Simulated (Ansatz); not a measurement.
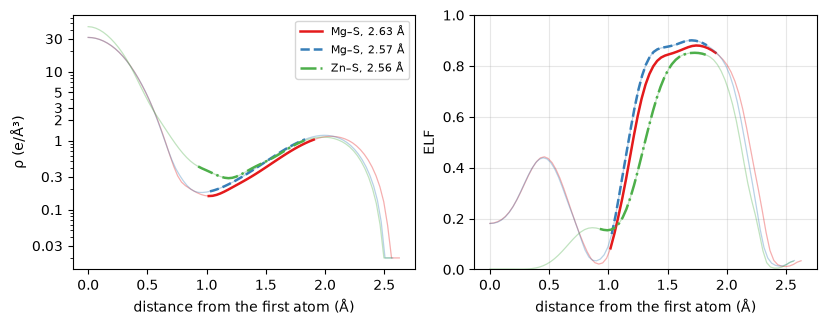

*Mg$_{3}$ZnS$_{4}$. Valence charge density (pseudo) and electron localisation function along straight lines between neighbouring atoms. Thin, pale parts lie inside the atomic spheres.*

Space group P4/mmm; a structure generated by program, which may or may not match a known phase.

Computed with DFT PBE, scalar-relativistic, plane waves, PAW in Ansatz 0.2.0.

The density is the valence pseudo-density of a PAW calculation; it isn't the true density close to the nuclei.

Q: What can be read from the curves?

A: Mg–S (2.63 Å): ρ at the midpoint is about 0.26 e/Å³; the ELF peaks at about 0.90 in the valence shell of S, 0.9 Å from its nucleus, and falls to about 0 next to Mg (a largely ionic contact).
Mg–S (2.57 Å): the density is about 0.29 e/Å³ at the midpoint; the ELF peaks at about 0.90 in the valence shell of S, 0.9 Å from its nucleus, and falls to about 0.05 next to Mg (a closed-shell, largely ionic contact).
Zn–S (2.56 Å): ρ is about 0.32 e/Å³ halfway; the ELF peaks at about 0.85 in the valence shell of S, 0.8 Å from its nucleus, and drops to about 0.15 between the two atoms.
